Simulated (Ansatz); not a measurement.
# H₄S₂Si: what the fields show

```xyz
7

Si   -0.1551   -0.3068    0.5135
S     1.5753   -0.7733   -0.6402
S    -1.3024    1.3130   -0.2631
H    -1.4752    0.7495   -1.4710
H    -0.9099   -1.5820    0.5352
H     0.1775    0.1335    1.8889
H     2.0898    0.4661   -0.5633
```

The reactant side of a reaction path; geometry: PBE0-D4/def2-TZVP.

Method: Ansatz, RKS PBE0-D4/def2-TZVPP.

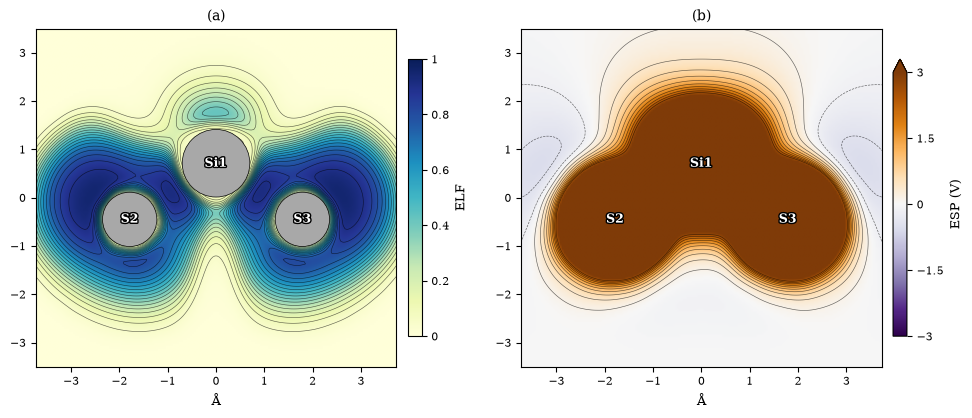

Figure 1. (a) electron localisation function; (b) electrostatic potential on the plane of atoms S2, Si1 and S3. Grey discs cover the atomic cores in the ELF map.

Interpret the plot.

Answer.
- The plane passes through Si and S nuclei.
- Si–S (2.13 Å): the ELF peaks at about 0.90 between the atoms: a shared electron pair.
- The ELF also peaks beside S2 and S3, away from the bonds: lone-pair regions.
- Outside the dense part of the molecule the potential is most negative (−0.5 V) near S2 and S3.

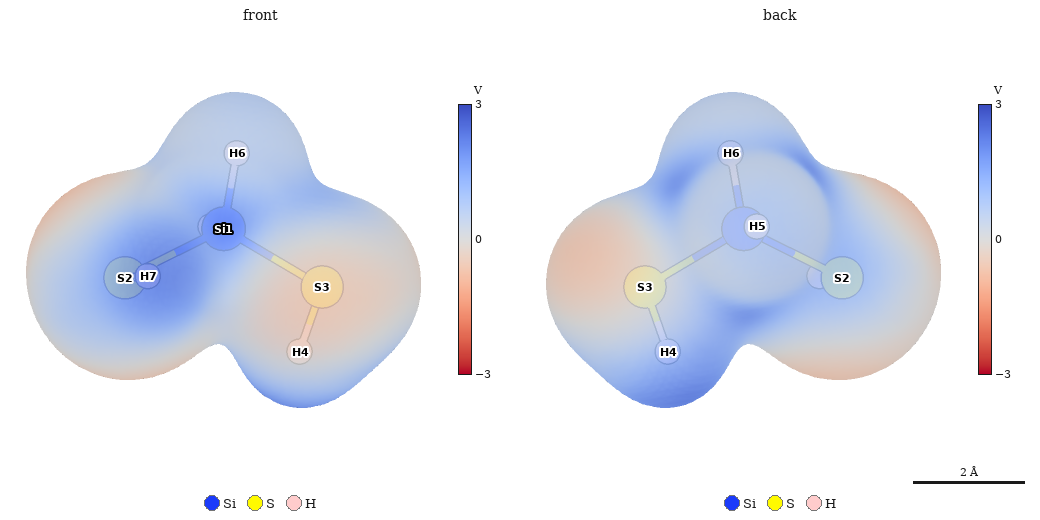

Figure 2. The molecular electrostatic potential painted on the density surface at 0.004 e/bohr³, seen from the front and from behind; red is negative and blue positive.

Which sites attract a positive test charge, and which a negative one?

Answer. A positive charge is drawn to the negative regions and a negative charge to the positive ones. The most negative region (about −0.6 V, or −14 kcal/mol for a unit charge) lies over S2 and S3, the most positive (about +2.1 V, or +48 kcal/mol for a unit charge) over H4 and H7.

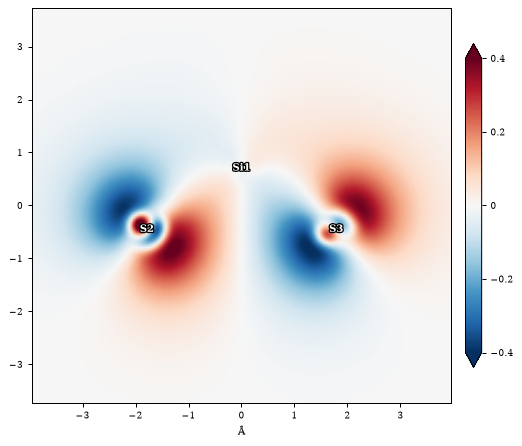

Figure 3. The HOMO on the plane of atoms S2, Si1 and S3 (values in Å⁻³ᐟ²; the overall sign is arbitrary).

Describe this orbital and give its energy.

Answer. By Hirshfeld shares it lies mainly on S2 (about 40 %) and S3 (about 40 %); largely a combination of lone pairs on S2 and S3. Its energy is −7.48 eV.
